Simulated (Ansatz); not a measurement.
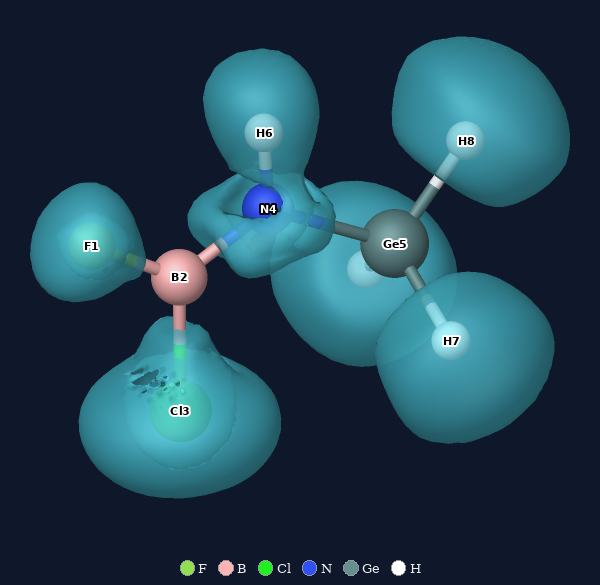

The picture shows: BClFGeH$_{4}$N. Isosurface of the electron localisation function at 0.8 (cyan), seen at a tilt. Only the valence region is drawn (cores and ρ < 0.01 e/Å³ removed).

Level of theory: RKS PBE-D4/def2-SVP in Ansatz.

| atom | x (Å) | y (Å) | z (Å) |
| --- | --- | --- | --- |
| F | -0.4936 | 1.5615 | 2.3040 |
| B | -0.4896 | 0.5795 | 1.3915 |
| Cl | -1.4375 | -0.8930 | 1.7455 |
| N | 0.2312 | 0.6811 | 0.1914 |
| Ge | 0.3130 | -0.6257 | -1.1511 |
| H | 0.7605 | 1.5433 | 0.0320 |
| H | 0.9223 | -1.9245 | -0.5734 |
| H | 1.2394 | -0.0162 | -2.2343 |
| H | -1.1045 | -0.8785 | -1.7163 |

Question: Describe the localisation domains.

Answer: The ELF exceeds this value in four regions around hydrogen nuclei, one region on Cl in which the atom's valence shell and bonds are merged and one region on F in which the atom's valence shell and bonds are merged. Profiles from the grid: B–F (1.34 Å): the ELF peaks at about 0.85 between the atoms, as expected for a shared but strongly polarised pair. B–N (1.40 Å): the ELF peaks at about 0.90 between the atoms (a shared but strongly polarised pair).
